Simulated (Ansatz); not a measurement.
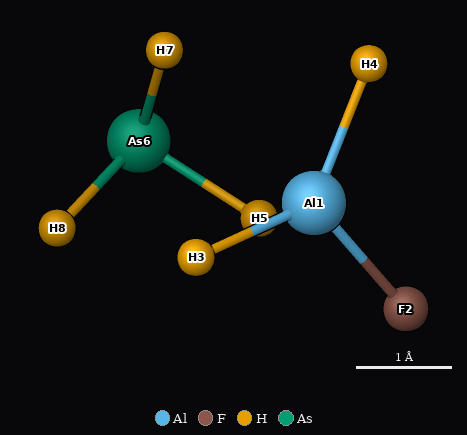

*The input geometry (ball-and-stick view, seen at a tilt; atoms are numbered from 1 in the order of the input). Sticks mark near contacts.*

Bond lengths as drawn: Al–F 1.68 Å, Al–H 1.58 Å and As–H 1.52 to 1.53 Å.

**AlAsH₅F: nudged elastic band**

AlAsH₅F, computed with UKS PBE0-D4/def2-SVP (Ansatz 0.2.0).

One setting was made poor on purpose. It belongs to a series of runs on one base structure; here: band between the two ends. Figures and captions count atoms from 1; the log counts them from 0 in places.

**Output**
```
Engine: ansatz 0.2.0, aarch64-unknown-linux-gnu
Functional definition: PBE0
  parameter a = 0.25
  parameter kappa = 0.804
  parameter beta = 0.06672455060314922
  exchange = (1 - a)*pbe_x(kappa = kappa, mu = beta*pi^2/3) + a*exact_x
  correlation = pbe_c(beta = beta)
919 factors; integrals over basis functions are off by at most 5.9e-4 eV
mean field evaluation 1: about -70210.6484 eV, gradient 2.4e1 eV
mean field evaluation 2: about -70207.2303 eV, gradient 4.2e1 eV
mean field evaluation 4: about -70212.6017 eV, gradient 7.6e-1 eV
mean field evaluation 8: about -70212.6107 eV, gradient 6.8e-3 eV
mean field -70212.61073039 eV, -2580.2658525251 hartree, gradient 5.7e-5 eV, S^2 0.000000; 0 other end points of the search recorded, 0 dependent functions left out
the calculation of the forces begins
reference -70212.61075967 eV, -2580.2658536009 hartree; 30, 30 occupied and 59, 59 virtual orbitals, 919 factors
921 factors; integrals over basis functions are off by at most 1.4e-3 eV
mean field evaluation 16: about -70210.7798 eV, gradient 1.9e1 eV
mean field -70211.78209578 eV, -2580.2354007649 hartree, gradient 9.1e-6 eV, S^2 0.000000; 0 other end points of the search recorded, 0 dependent functions left out
[... from here on the field's lines of each further geometry are left out, up to the last ...]
NEB iter   1: max|band force component| = 3.845e0 eV/Å  barrier→ = 2.1062 eV  barrier← = 1.2784 eV  Δτ_max = 0.2000 Å  (186 SCF iters)
NEB iter   2: max|band force component| = 2.679e0 eV/Å  barrier→ = 1.3250 eV  barrier← = 0.4971 eV  Δτ_max = 0.2000 Å  (146 SCF iters)
NEB iter   3: max|band force component| = 1.860e0 eV/Å  barrier→ = 1.1973 eV  barrier← = 0.3694 eV  Δτ_max = 0.1789 Å  (143 SCF iters)
NEB iter   4: max|band force component| = 9.400e-1 eV/Å  barrier→ = 1.0875 eV  barrier← = 0.2596 eV  Δτ_max = 0.2000 Å  (146 SCF iters)
NEB iter   5: max|band force component| = 4.800e-1 eV/Å  barrier→ = 0.9789 eV  barrier← = 0.1510 eV  CI = image 4  Δτ_max = 0.1507 Å  (140 SCF iters)
NEB iter   6: max|band force component| = 3.687e-1 eV/Å  barrier→ = 1.0127 eV  barrier← = 0.1849 eV  CI = image 4  Δτ_max = 0.0563 Å  (139 SCF iters)
NEB iter   7: max|band force component| = 2.433e-1 eV/Å  barrier→ = 1.0050 eV  barrier← = 0.1772 eV  CI = image 4  Δτ_max = 0.0266 Å  (140 SCF iters)
NEB iter   8: max|band force component| = 8.873e-2 eV/Å  barrier→ = 1.0004 eV  barrier← = 0.1726 eV  CI = image 4  Δτ_max = 0.0325 Å  (137 SCF iters)
NEB iter   9: max|band force component| = 3.356e-2 eV/Å  barrier→ = 1.0001 eV  barrier← = 0.1722 eV  CI = image 4  Δτ_max = 0.0191 Å  (131 SCF iters)
the calculation of the forces begins
reference -70211.71347590 eV, -2580.2328790308 hartree; 30, 30 occupied and 59, 59 virtual orbitals, 921 factors
921 factors; integrals over basis functions are off by at most 1.2e-3 eV
mean field -70211.60583202 eV, -2580.2289231909 hartree, gradient 2.5e-5 eV, S^2 0.000000; 1 other end points of the search recorded, 0 dependent functions left out
the calculation of the forces begins
reference -70211.60585961 eV, -2580.2289242050 hartree; 30, 30 occupied and 59, 59 virtual orbitals, 921 factors
NEB iter  10: max|band force component| = 2.042e-2 eV/Å  barrier→ = 0.9999 eV  barrier← = 0.1721 eV  CI = image 4  Δτ_max = 0.0000 Å  (257 SCF iters)
```

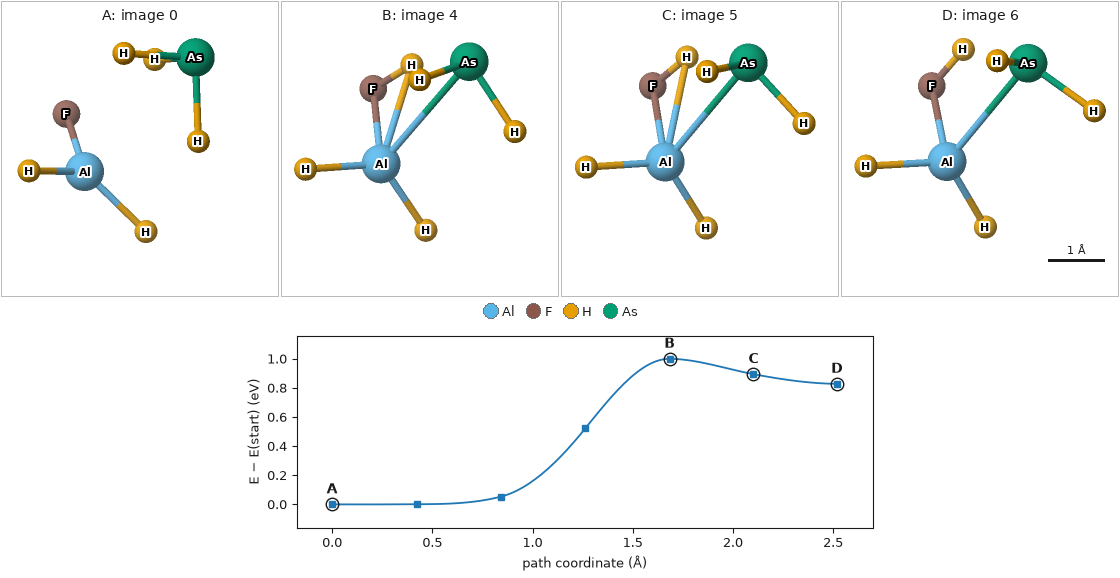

*Images of the last band (counted from 0; ball-and-stick, seen at a tilt) above the energy along the path; the line is a cubic interpolation that uses the forces.*

The highest image is number 4, 1.000 eV above the start and 0.172 eV above the end (the climbing image); the end lies 0.828 eV above the start. The path is 2.52 Å long. The band converged in 10 iterations.

```
Total energy: -70211.72891217 eV, -2580.2334463030 hartree
Atom 0 at     0.107115    -0.049333    -0.978220 Å, force     0.012510     0.000485     0.010277 eV/Å
Atom 1 at    -1.589958    -0.824709    -0.630373 Å, force    -0.009673     0.003453     0.003729 eV/Å
Atom 2 at     1.105511    -1.190507    -1.427640 Å, force    -0.000227     0.000428    -0.004652 eV/Å
Atom 3 at    -0.113499     1.340364    -1.700084 Å, force     0.002325     0.000545    -0.004348 eV/Å
Atom 4 at    -1.237849    -0.538653     0.378976 Å, force    -0.006477    -0.013492    -0.002157 eV/Å
Atom 5 at    -0.023156     0.177463     1.667130 Å, force    -0.004939     0.006997    -0.001864 eV/Å
Atom 6 at     0.417643     1.562307     1.220411 Å, force    -0.000329     0.004399     0.003023 eV/Å
Atom 7 at     1.334093    -0.477134     1.469898 Å, force     0.006810    -0.002815    -0.004007 eV/Å
Dipole moment:     0.038224     0.023382     0.082036 e Å
this run last wrote the band of iteration 10 to [file]
```

**The last band as extended XYZ (Å, eV, eV/Å)**
```
8
Properties=species:S:1:pos:R:3:forces:R:3 image=0 energy=-70212.72882
Al   -0.0677   -0.0570   -1.2971   -0.0053   0.0024   0.0112
F    -1.4599   -0.9956   -1.3331    0.0066   0.0057  -0.0032
H     1.3120   -0.8275   -1.2748    0.0035  -0.0107  -0.0033
H    -0.2625    1.4882   -1.5745   -0.0046   0.0023  -0.0049
H    -1.0105   -0.3284    0.9043    0.0003  -0.0024   0.0041
As   -0.0599    0.2569    1.9535   -0.0013  -0.0007  -0.0092
H     0.5395    1.2509    0.9586   -0.0005   0.0021   0.0050
H     1.0089   -0.7879    1.6632    0.0013   0.0014   0.0003
8
Properties=species:S:1:pos:R:3:forces:R:3 image=1 energy=-70212.72796
Al   -0.0764   -0.1105   -1.3032   -0.0042   0.0008   0.0185
F    -1.5374   -0.9385   -1.3361    0.0034   0.0001  -0.0152
H     1.2362   -0.9921   -1.2947    0.0008   0.0013  -0.0054
H    -0.1495    1.4477   -1.5644   -0.0006  -0.0007  -0.0090
H    -0.9493   -0.3610    0.8687   -0.0109  -0.0025   0.0045
As   -0.0522    0.2108    1.9718    0.0076  -0.0017   0.0111
H     0.3926    1.3869    1.1082    0.0027   0.0038  -0.0064
H     1.1359   -0.6435    1.5498    0.0013  -0.0012   0.0020
8
Properties=species:S:1:pos:R:3:forces:R:3 image=2 energy=-70212.67568
Al   -0.0425   -0.1275   -1.2259   -0.0725  -0.0469  -0.1342
F    -1.5594   -0.8627   -1.0992   -0.0296  -0.0370  -0.2390
H     1.1918   -1.1073   -1.3587    0.0135   0.0109   0.0375
H    -0.0499    1.4110   -1.5922    0.0143   0.0097   0.0354
H    -0.9437   -0.3791    0.7552    0.1077   0.0738   0.2235
As   -0.0697    0.1489    1.9051    0.0409   0.0334   0.1563
H     0.2755    1.4570    1.2018   -0.0369  -0.0262  -0.0413
H     1.1979   -0.5406    1.4140   -0.0373  -0.0177  -0.0382
8
Properties=species:S:1:pos:R:3:forces:R:3 image=3 energy=-70212.20631
Al    0.0156   -0.0948   -1.0842   -0.4587  -0.2628  -0.4657
F    -1.5546   -0.8294   -0.8346    0.0796  -0.0341  -0.6921
H     1.1513   -1.1488   -1.4023    0.0657   0.0430   0.1101
H    -0.0771    1.3785   -1.6526    0.0696   0.0412   0.1079
H    -1.0430   -0.4359    0.5675    0.8290   0.4931   0.9464
As   -0.0871    0.1417    1.7579   -0.1461  -0.0378   0.3877
H     0.3396    1.5021    1.2092   -0.2041  -0.1642  -0.1978
H     1.2552   -0.5136    1.4393   -0.2351  -0.0785  -0.1966
8
Properties=species:S:1:pos:R:3:forces:R:3 image=4 energy=-70211.72889
Al    0.1071   -0.0493   -0.9782    0.0125   0.0005   0.0103
F    -1.5900   -0.8247   -0.6304   -0.0097   0.0035   0.0037
H     1.1055   -1.1905   -1.4276   -0.0002   0.0004  -0.0047
H    -0.1135    1.3404   -1.7001    0.0023   0.0005  -0.0043
H    -1.2378   -0.5387    0.3790   -0.0065  -0.0135  -0.0022
As   -0.0232    0.1775    1.6671   -0.0049   0.0070  -0.0019
H     0.4176    1.5623    1.2204   -0.0003   0.0044   0.0030
H     1.3341   -0.4771    1.4699    0.0068  -0.0028  -0.0040
8
Properties=species:S:1:pos:R:3:forces:R:3 image=5 energy=-70211.83444
Al    0.1645   -0.0353   -0.9507    0.0439   0.0140   0.0170
F    -1.6570   -0.8534   -0.6090   -0.0342  -0.0091  -0.0154
H     1.0458   -1.2457   -1.4716   -0.0204  -0.0084  -0.0346
H    -0.1520    1.2808   -1.7762   -0.0137  -0.0162  -0.0312
H    -1.4676   -0.6364    0.3250   -0.1445  -0.0818  -0.0486
As    0.0791    0.2352    1.5618    0.0469   0.0160  -0.0684
H     0.5361    1.6588    1.3252    0.0577   0.0527   0.0953
H     1.4510   -0.4042    1.5956    0.0643   0.0327   0.0859
8
Properties=species:S:1:pos:R:3:forces:R:3 image=6 energy=-70211.90098
Al    0.1923   -0.0429   -0.9908   -0.0005  -0.0004  -0.0106
F    -1.6875   -0.8500   -0.5991    0.0091   0.0018  -0.0188
H     0.9531   -1.3187   -1.5524   -0.0042   0.0018   0.0027
H    -0.2036    1.2072   -1.8869    0.0005  -0.0037   0.0039
H    -1.6560   -0.7059    0.3405   -0.0034   0.0022   0.0289
As    0.2016    0.2894    1.4662    0.0059  -0.0009  -0.0217
H     0.6409    1.7379    1.4745   -0.0041  -0.0025   0.0079
H     1.5593   -0.3173    1.7483   -0.0034   0.0017   0.0076
```

The run was set up as follows.

**The input**
```yaml
crystal:
  periodic: [false, false, false]
  atoms:
    - { symbol: Al, position_ang: [-0.067665, -0.056956, -1.2971] }
    - { symbol: F, position_ang: [-1.459881, -0.995583, -1.333086] }
    - { symbol: H, position_ang: [1.312015, -0.827458, -1.274766] }
    - { symbol: H, position_ang: [-0.262498, 1.488208, -1.574541] }
    - { symbol: H, position_ang: [-1.010546, -0.328368, 0.904282] }
    - { symbol: As, position_ang: [-0.059916, 0.256936, 1.953486] }
    - { symbol: H, position_ang: [0.539524, 1.250921, 0.95864] }
    - { symbol: H, position_ang: [1.008866, -0.787901, 1.663185] }
magnetization:
  spin_polarized: true
basis:
  gaussian: { orbitals: def2-SVP }
hamiltonian:
  xc: pbe0
  dispersion: d4
neb:
  order_check: false
  images: 5
  f_tol: 0.03
  max_iterations: 60
  initial_path: linear
  final_atoms:
    - { symbol: Al, position_ang: [0.26297056, 0.06630712, -0.97312569] }
    - { symbol: F, position_ang: [-1.61168665, -0.82592591, -0.80590016] }
    - { symbol: H, position_ang: [1.10376892, -1.12343062, -1.6053282] }
    - { symbol: H, position_ang: [-0.1103488, 1.39281299, -1.76273476] }
    - { symbol: H, position_ang: [-1.65137149, -0.78044689, 0.14332817] }
    - { symbol: As, position_ang: [0.08787005, 0.13917016, 1.4990217] }
    - { symbol: H, position_ang: [0.47681886, 1.5896587, 1.68842491] }
    - { symbol: H, position_ang: [1.44187756, -0.45834654, 1.81641404] }
```

Run as:
```bash
ansatz run input.yaml --threads 2 --pin off --max-ram 3072MiB --backend cpu --events-out ev --progress --plain --runs-dir out
```

**Summary**

```json
{"quantity": "outcome", "value": "converged"}
{"quantity": "barrier, forward", "value": "1.000 eV"}
{"quantity": "barrier, backward", "value": "0.172 eV"}
{"quantity": "hardware", "value": "2 threads of Arm Neoverse V1, 24 GiB of memory available, shared host"}
{"quantity": "wall time", "value": "2.9 min (CPU time 5.5 min)"}
{"quantity": "peak memory", "value": "0.26 GiB"}
```

**Notes**

A deliberately poor setting: straight start. The order of the saddle point was not checked.
